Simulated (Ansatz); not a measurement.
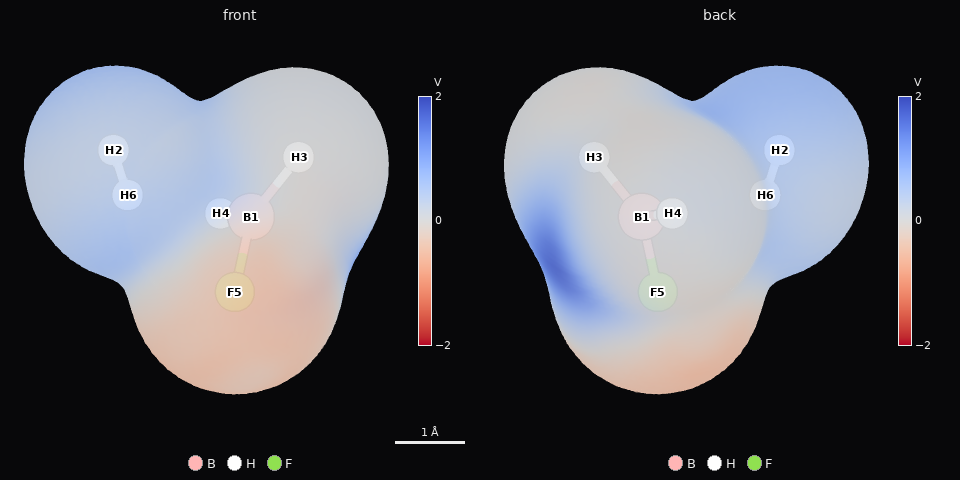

Figure. BFH2···H2. The electrostatic potential painted on the density surface at 0.002 e/bohr³, seen from the front and from behind; the colour scale runs from red (negative) to blue (positive).

Not at a stationary point (largest force 1.6 eV/Å).

Theory: Ansatz, RKS PBE/6-31G*.

Input

```
crystal:
  periodic: [false, false, false]
  atoms:
    - { symbol: B, position_ang: [0.0, 0.0, 0.0] }
    - { symbol: H, position_ang: [0.0, 0.0, 1.54] }
    - { symbol: H, position_ang: [1.0305, 0.0, -0.595] }
    - { symbol: H, position_ang: [-1.0305, 0.0, -0.595] }
    - { symbol: F, position_ang: [0.0677, -1.5359, 0.5108] }
    - { symbol: H, position_ang: [0.0382, -0.8667, 1.4996] }
basis:
  gaussian: { orbitals: "6-31G*" }
hamiltonian:
  xc: pbe
relax:
  f_tol: 0.15
  max_steps: 25
  restrain:
    - { distance: [0, 4], at: 1.32, k: 30.0 }
    - { distance: [5, 1], at: 0.66, k: 30.0 }
    - { distance: [0, 1], at: 2.39, k: 30.0 }
    - { distance: [5, 4], at: 2.12, k: 30.0 }
output:
  orbitals: {}
```

Command:

```sh
ansatz run input.yaml --threads 1 --pin off --max-ram 2048MiB --backend cpu --events-out ev --progress --plain --runs-dir out
```

The fields are those of the run's last geometry, not of the input's.

Describe the electrostatic potential map.

The most negative region (about −0.5 V) lies over F5, the most positive (about +1.6 V) over B1.
